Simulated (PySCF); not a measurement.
# SN2: structure of the singlet

Aim: relax SN2 as a singlet from a bent start, check by its vibrations whether the end is a minimum, and collect its spectrum and constants.

Method: PBE0, basis S def2-TZVP, N def2-TZVP, no relativity, density fitting; program: PySCF 2.14.0.

### 1 The starting structure

3 atoms, charge 0, spin multiplicity 1.

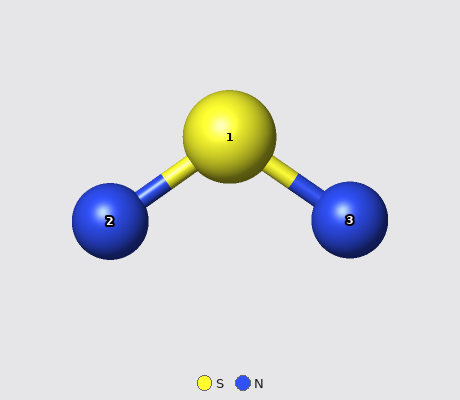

The starting geometry (sulfur yellow, nitrogen blue); atoms are numbered from 1 in the order of the file.

```xyz
3
charge 0 multiplicity 1
S     0.0000    0.0000    0.0000
N     1.2615    0.0000    0.8833
N    -1.2615    0.0000    0.8833
```

### 2 Finding the electronic state

The steps below are one call of a driver around PySCF. For each, scf.py gives the equivalent set-up of the SCF; relaxations use the driver's own optimiser. After this first run the driver tries any further starts and a stability analysis.

File scf.py:

```python
from pyscf import gto, scf, dft
mol = gto.M(atom='''
S      0.000000     0.000000     0.000000
N      1.261500     0.000000     0.883300
N     -1.261500     0.000000     0.883300''',
    basis={'S': 'def2-TZVP', 'N': 'def2-TZVP'},
    charge=0, spin=0)
mf = dft.RKS(mol, xc='PBE0')
mf.grids.atom_grid = (50, 194)
aux = {'S': 'def2-universal-JKFIT', 'N': 'def2-universal-JKFIT'}
mf = mf.density_fit(auxbasis=aux)
mf.conv_tol = 1e-08
mf.diis_space = 10
mf.max_cycle = 60
mf.init_guess = 'minao'
mf.verbose = 4
mf.kernel()
```

Launch:

```sh
$ OMP_NUM_THREADS=2 python axn.py task.json out
```

The runs that follow: Relaxation: bent start, singlet; Hessian and properties.

What does the calculation give? Wanted: minimum; geometry; wavenumbers; dipole moment; highest occupied, lowest empty level; polar-tensor charge of S1; zero-point energy; atomisation energy.

As calculated:

| quantity | value |
| --- | --- |
| minimum | singlet, C2v |
| geometry | S–N 1.530 Å (×2); N–S–N 78.8° |
| wavenumbers (cm⁻¹) | 425 (a1), 1033 (b2), 1195 (a1) |
| dipole moment | 3.34 D |
| highest occupied, lowest empty level | -7.30, -3.51 eV |
| polar-tensor charge of S1 | +0.39 e |
| zero-point energy | 15.9 kJ/mol |
| entropy at 298.15 K | 249.1 J/(mol K) |
| atomisation energy (no zero-point energy) | 582 kJ/mol |

**Reading.** The molecule stays C2v, as typed, and the end point is a minimum. The strongest infrared band lies at 1033 cm⁻¹ (b2, stretch). Other starts or spin states, not run here, may lie lower.
